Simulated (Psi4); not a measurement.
# HF/def2-QZVPP (density fitting, sweep point 12) run of SiHF (SMILES F[SiH])

What is the vertical ionisation energy of SiHF at HF/def2-QZVPP (density fitting, sweep point 12)? 

The calculation is run with Psi4 1.11.

## Step 1: The structure to begin with

The species is SiHF (3 atoms), meant as a singlet with charge 0. As SMILES, `F[SiH]`. Geometry: relaxed at PBE0-D4/def2-TZVP.

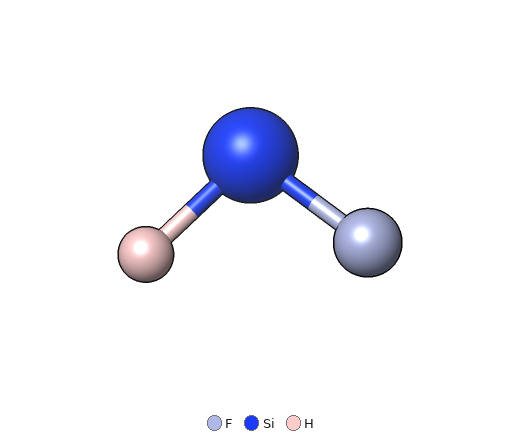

The structure, seen from a chosen angle (fluorine light blue, silicon blue, hydrogen pink).

## Step 2: The energy at HF/def2-QZVPP (density fitting, sweep point 12)

Input file job.dat:

```
memory 1.6 GB

molecule mol {
  0 1
  F     -1.090200     0.024400    -0.602300
  Si     0.186800     0.629400     0.173800
  H      0.892400    -0.718600     0.415300
  symmetry c1
}

set {
  basis    def2-QZVPP
  puream   true
  scf_type df
}

energy_value, wavefunction = energy("scf", return_wfn=True)
```

Started as:

```sh
psi4 -n 1 job.dat job.out
```

job.out:

```text
[...]
  Running in c1 symmetry.
[...]
  Nuclear repulsion =   48.194575348987868
[...]
  Multiplicity = 1
[...]
  Nalpha       = 12
  Nbeta        = 12
[...]
    Number of basis functions: 157
[...]
   @DF-RHF iter   1:  -388.98626069404708   -7.51711e-01   2.16692e-03 ADIIS/DIIS
[...]
   @DF-RHF iter   7:  -389.02338545656437   -4.94883e-08   3.11946e-07 DIIS
[...]
    Orbital Energies [Eh]
    ---------------------
    Doubly Occupied:
       1A    -68.836204     2A    -26.289709     3A     -6.177059
       4A     -4.279782     5A     -4.279370     6A     -4.277768
       7A     -1.589195     8A     -0.760171     9A     -0.675202
      10A     -0.659732    11A     -0.565817    12A     -0.352116
[...]
  @DF-RHF Final Energy:  -389.02338545656437
   => Energetics <=
    Nuclear Repulsion Energy =             48.1945753489878683
    One-Electron Energy =                -636.9516237755992734
    Two-Electron Energy =                 199.7336629700470212
    Total Energy =                       -389.0233854565643696
[...]
 Multipole Moments:
 ------------------------------------------------------------------------------------
     Multipole            Electronic (a.u.)      Nuclear  (a.u.)        Total (a.u.)
 ------------------------------------------------------------------------------------
 L = 1.  Multiply by 2.5417464519 to convert [e a0] to [Debye]
 Dipole X            :         -1.6725093            2.1060013            0.4334921
 Dipole Y            :          0.7437223           -0.6919729            0.0517494
 Dipole Z            :         -0.0000000            0.0000000           -0.0000000
 Magnitude           :                                                    0.4365700
[...]
```

Wall time 2.3 s (1 thread of Intel Xeon at 2.60GHz (Ice Lake), shared host); peak memory 0.29 GiB.

## Step 3: The doublet cation at the same level

Input file input.inp:

```
memory 1600 mb

molecule {
  1 2
  F     -1.090200     0.024400    -0.602300
  Si     0.186800     0.629400     0.173800
  H      0.892400    -0.718600     0.415300
  units angstrom
  symmetry c1
}

set {
  basis def2-QZVPP
  reference uhf
  puream true
  scf_type df
  maxiter 100
}

e_tot = energy('hf')
print_variables()
```

Started as:

```sh
psi4 -i input.inp -o input.out -n 1
```

input.out:

```text
[...]
  Running in c1 symmetry.
[...]
  Nuclear repulsion =   48.194575348987868
[...]
  Multiplicity = 2
[...]
  Nalpha       = 12
  Nbeta        = 11
[...]
    Number of basis functions: 157
[...]
   @DF-UHF iter   1:  -388.62856348730821   -3.94014e-01   2.35516e-03 DIIS/ADIIS
[...]
   @DF-UHF iter   9:  -388.70164538465457   -7.11769e-07   9.12229e-07 DIIS
[...]
   @S^2 Observed:                7.765407962E-01
[...]
    Orbital Energies [Eh]
    ---------------------
    Alpha Occupied:
       1A    -69.195564     2A    -26.558514     3A     -6.531726
       4A     -4.639019     5A     -4.633306     6A     -4.630186
       7A     -1.850365     8A     -1.038757     9A     -0.942274
      10A     -0.913594    11A     -0.878381    12A     -0.724327
    Alpha Virtual:
      13A     -0.255919    14A     -0.155312    15A     -0.087119
      16A     -0.041902    17A     -0.025672    18A     -0.010720
      19A      0.003994    20A      0.041606    21A      0.058675
      22A      0.079506    23A      0.106443    24A      0.153979
      25A      0.218513    26A      0.324754    27A      0.358721
[...]
  @DF-UHF Final Energy:  -388.70164538465457
   => Energetics <=
    Nuclear Repulsion Energy =             48.1945753489878683
    One-Electron Energy =                -629.6325633710996499
    Two-Electron Energy =                 192.7363426374571702
    Total Energy =                       -388.7016453846546256
  UHF NO Occupations:
  HONO-2 :   10  A 1.9995839
  HONO-1 :   11  A 1.9871469
  HONO-0 :   12  A 1.0000000
  LUNO+0 :   13  A 0.0128531
  LUNO+1 :   14  A 0.0004161
[...]
 Multipole Moments:
 ------------------------------------------------------------------------------------
     Multipole            Electronic (a.u.)      Nuclear  (a.u.)        Total (a.u.)
 ------------------------------------------------------------------------------------
 L = 1.  Multiply by 2.5417464519 to convert [e a0] to [Debye]
 Dipole X            :         -0.3576850            2.1060013            1.7483163
 Dipole Y            :          1.3315072           -0.6919729            0.6395343
 Dipole Z            :          0.0000000            0.0000000            0.0000000
 Magnitude           :                                                    1.8616160
[...]
```

Wall time 2.5 s (1 thread of Intel Xeon at 2.60GHz (Ice Lake), shared host); peak memory 0.3 GiB.

## Step 4: What came out

Level: HF/def2-QZVPP (density fitting, sweep point 12).

| quantity | value |
| --- | --- |
| singlet SiHF: total energy | -389.02339 Eh |
| singlet SiHF: dipole moment | 1.11 D |
| singlet SiHF: HOMO energy | -9.58 eV |
| singlet SiHF: LUMO energy | 0.37 eV |
| singlet SiHF: HOMO–LUMO gap | 9.95 eV |
| doublet cation: total energy | -388.70165 Eh |
| doublet cation: HOMO energy (highest over α and β) | -19.71 eV |
| doublet cation: LUMO energy (lowest over α and β) | -8.03 eV |
| doublet cation: ⟨S²⟩ | 0.777 |
| vertical ionisation energy (to the doublet cation) | 8.755 eV |

In words: Removing an electron at fixed nuclei costs 8.75 eV (202 kcal/mol). −ε(HOMO) before ionisation, 9.58 eV, is 0.83 eV above this ionisation energy.
